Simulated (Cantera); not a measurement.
Feed: 1 mol SiO2, 0.48 mol H2, 18 mol N2, at 1 atm.

Cantera equilibrium calculation (NASA polynomials, part measured and part estimated; ideal gas, pure solids and liquids). Candidate condensed phases: H2O, Si, SiO2, Si2N2O, Si3N4; 35 gas species. N2 is the only nitrogen source here; it is nearly inert below about 1500 K, so the nitride shown seldom forms there in practice. The tables hold silica as quartz up to 1696 K and as liquid above; real silica turns to tridymite and cristobalite and melts near 1996 K. Kinetics and transport are ignored.

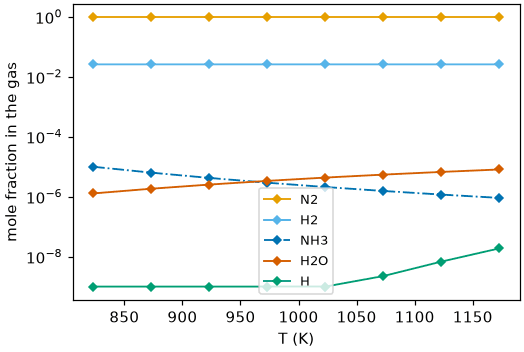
Fig. 1. Equilibrium gas composition (values under 1e-9 drawn at 1e-9)

At 823 K the condensed part is SiO2(α-quartz). From 873 K to 1173 K the condensed part is SiO2(β-quartz).
